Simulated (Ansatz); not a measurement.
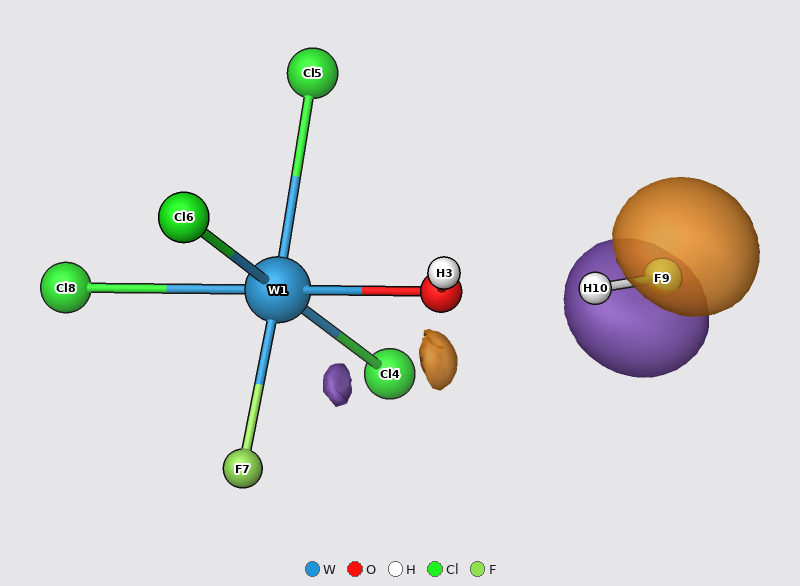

Figure 1: Cl4FHOW···HF. One frontier orbital at ±0.2 Å⁻³ᐟ² (orange and purple are the two phases), seen from one side.

Core potentials replace the inner electrons of W.

Method: RKS PBE/def2-SVP in Ansatz 0.2.0.

```yaml
atoms:
  - { symbol: W, position_ang: [-0.1276, -0.0529, -0.2475] }
  - { symbol: O, position_ang: [-0.0356, 0.2958, 1.6471] }
  - { symbol: H, position_ang: [-0.8107, 0.2328, 2.2414] }
  - { symbol: Cl, position_ang: [2.1548, 0.0771, -0.3981] }
  - { symbol: Cl, position_ang: [-0.3378, 2.1847, -0.7645] }
  - { symbol: Cl, position_ang: [-2.4274, -0.2727, 0.1940] }
  - { symbol: F, position_ang: [0.0799, -1.9022, 0.0752] }
  - { symbol: Cl, position_ang: [-0.5532, -0.6101, -2.4462] }
  - { symbol: F, position_ang: [2.1371, 1.6280, 2.3993] }
  - { symbol: H, position_ang: [1.3486, 1.1128, 2.3128] }
```

> Which orbital is it: HOMO or LUMO?

The HOMO, at −7.89 eV. Its weight (Hirshfeld) is mainly on F9 (about 85 %); largely a lone pair of F9.
